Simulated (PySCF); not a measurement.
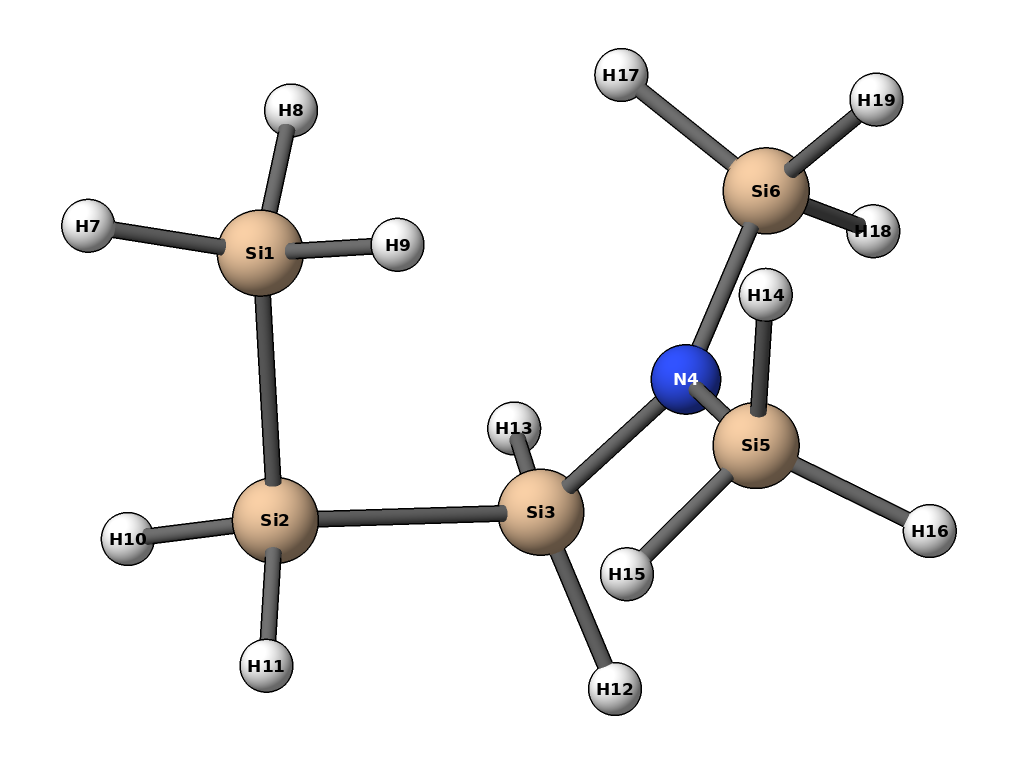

The questions are on isotropic NMR shieldings of the Si atoms. Computed geometry: PBE0-D3(BJ)/def2-SVP optimisation. No frequency run is at hand to confirm it as a minimum. Properties computed with GIAO PBE0/aug-cc-pVDZ NMR shielding, non-relativistic, gas phase (PySCF 2.14.0).

Give the isotropic NMR shieldings of the Si atoms atom by atom.

```csv
atom,σ (ppm)
Si1,514.0
Si2,511.5
Si3,442.8
Si5,452.0
Si6,450.7
```
